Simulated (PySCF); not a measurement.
# CHF₂, doublet, SMILES `F[CH]F`: electronic structure

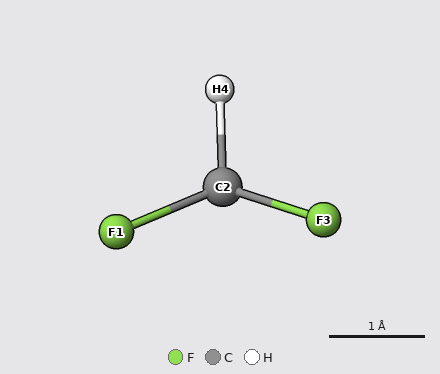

The molecule, with its atoms numbered as below. No frequency check shows the geometry to be a minimum.

Cartesian coordinates (Å):

```
F1      -1.0958   -0.2427    0.0257
C2       0.0000    0.4860   -0.1352
F3       1.0958   -0.2427    0.0257
H4      -0.0001    1.4520    0.3488
```

### 1. Bonding charge

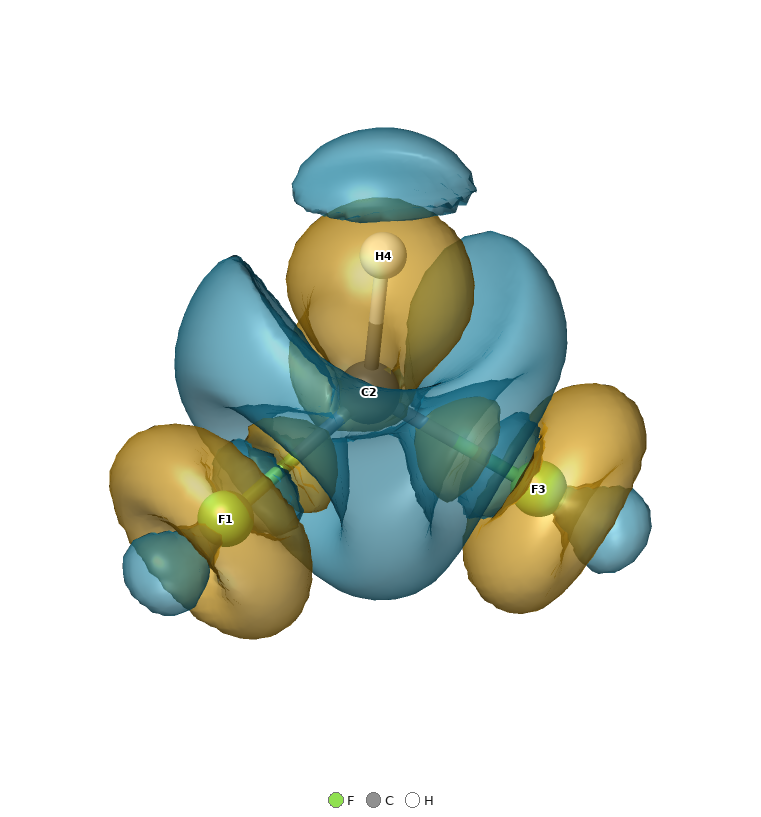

Deformation density (molecule less spherical, spin-averaged free atoms at the same positions), surfaces at ±0.04 e/Å³; yellow: gain, teal: loss.

Level of theory: M06-2X/def2-SVP (PySCF), at a geometry from GFN2-xTB. The stability of the open-shell solution wasn't checked. GFN2-xTB doesn't know the spin state, so this open-shell geometry is rough.

Question: How much density has each bond gained at its critical point, relative to the free atoms?

Answer: C2–H4: +0.84 e/Å³ at the bond critical point (bond length 1.08 Å, Mayer order 1.0). F1–C2 and C2–F3: +0.06 e/Å³ at the bond critical point (bond length 1.33 Å, Mayer order 1.1); up to 0.6 Å beside the axis the gain reaches +0.28 e/Å³. In all, 0.8 electrons gather in the regions of gain relative to the promolecule. A small or negative value marks a very polar bond, one between electron-rich atoms, whose free-atom densities already overlap strongly, a long bond to a heavier atom, or a closed-shell contact such as a hydrogen bond.

Question: Where do the Hirshfeld charges lie?

Answer: The highest Hirshfeld charge is on C2 (+0.12 e), the lowest on F1 and F3 (−0.09 e).

```json
{"atom": "F1", "charge (e)": "−0.09"}
{"atom": "C2", "charge (e)": "+0.12"}
{"atom": "F3", "charge (e)": "−0.09"}
{"atom": "H4", "charge (e)": "+0.06"}
```

### 2. Bond critical points

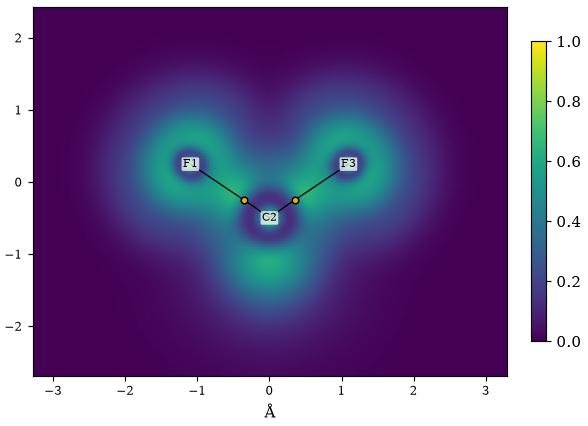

Localised orbital locator (LOL) in the plane of F1, C2 and F3, with bond paths and bond critical points (dots).

Question: Rank the bonds in the plane by LOL at their critical points.

Answer: F1–C2 and C2–F3: about 0.41. Values above 0.5 mark slow, localised electrons, as in shared pairs; low values at a critical point mark a polar or closed-shell contact whose critical point lies between the shells.

Question: Where along F1–C2 does the critical point lie?

Answer: 0.89 Å from F1 and 0.44 Å from C2.

### 3. Local ionisation energy

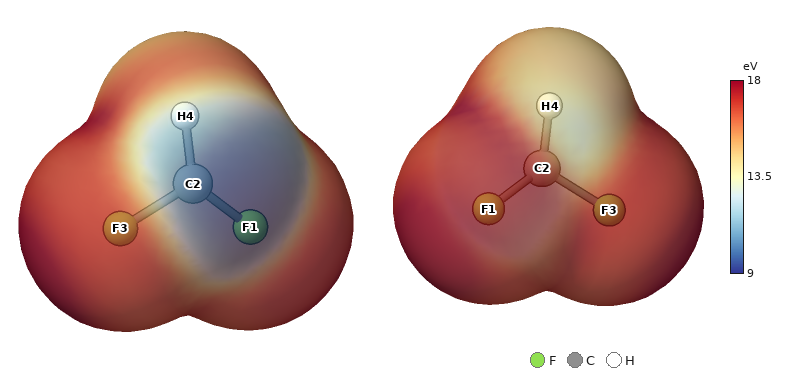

Average local ionisation energy on the surface of electron density 0.001 a.u. (back view left, front view right).

Question: Where are the most loosely bound electrons on this surface?

Answer: The lowest value is 9.8 eV, 2.0 Å from C2. Further minima include 13.2 eV, 1.5 Å from H4; 16.6 eV, 1.6 Å from F3. For comparison, the highest occupied orbital lies at −8.0 eV.

Question: What volume does the surface enclose, and what is the dipole moment?

Answer: About 45 Å³; the dipole moment is 1.5 D.

### 4. Spin density

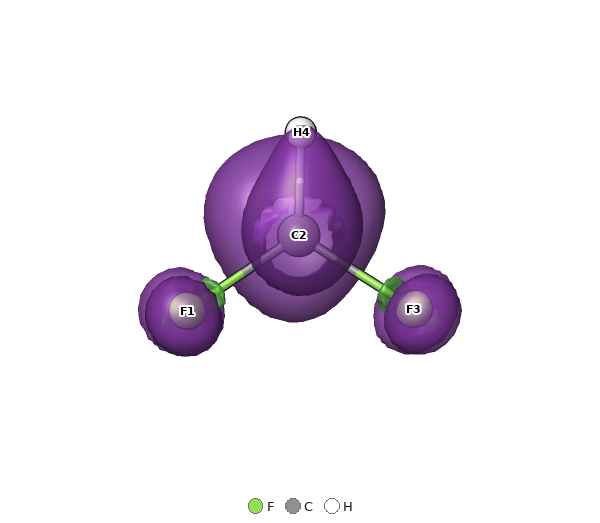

Spin density ρα − ρβ at ±0.05 e/Å³ (purple: excess α, green: excess β).

Question: Where is the unpaired spin?

Answer: Hirshfeld spin populations: C2 +0.73, F1 and F3 +0.10 and H4 +0.06. ⟨S²⟩ = 0.75, as for a pure state.

### 5. In an electric field

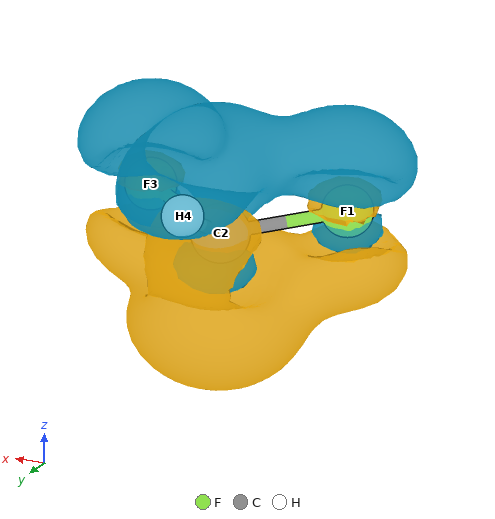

Change of the electron density in a uniform field of 0.21 V/Å, surfaces at ±0.001 e/Å³ (yellow: gain, teal: loss).

Computed with PySCF, BLYP/def2-TZVP, geometry: GFN2-xTB. A basis without diffuse functions makes polarisabilities too small. The stability of the open-shell solution wasn't checked. GFN2-xTB doesn't know the spin state, so this open-shell geometry is rough.

Question: Along which Cartesian direction does the field point?

Answer: Along +z: electrons gather on the −z side, against the field.

Question: How large is the response?

Answer: The induced dipole is 0.13 D (along the field); α along this axis, from the fields in both directions, is 12 bohr³ (1.8 Å³).

Question: Which atoms gain and lose the most charge?

Answer: Electrons gather most on C2 (Hirshfeld charge changes by −0.005 e) and leave H4 most (+0.003 e); 0.017 electrons are displaced in all.

### 6. Removing or adding an electron

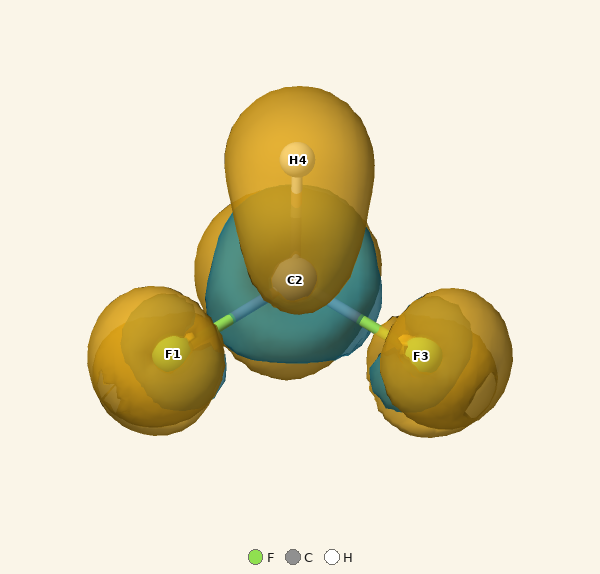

Fukui function f⁻ = ρ(N) − ρ(N−1) at fixed geometry, surfaces at ±0.04 e/Å³ (yellow positive, teal negative).

Method: PBE0/6-311+G**; geometry: GFN2-xTB; program: PySCF. GFN2-xTB doesn't know the spin state, so this open-shell geometry is rough.

Question: Which atoms respond most to the removal of an electron?

Answer: f⁻ (Hirshfeld-condensed) is largest on C2 (0.42); the vertical ionisation energy is 10.10 eV (to the singlet cation, which needn't be its lowest state). Condensed values hint at sites of electrophilic attack but needn't mark the atom that reacts. Orbital relaxation makes it negative in places (0.14 e in all).

The PySCF runs shown took 3.2 s, 7.8 s and 4.5 s on 1 thread of AMD EPYC 9R45 96-Core Processor (Zen 5) (shared host).
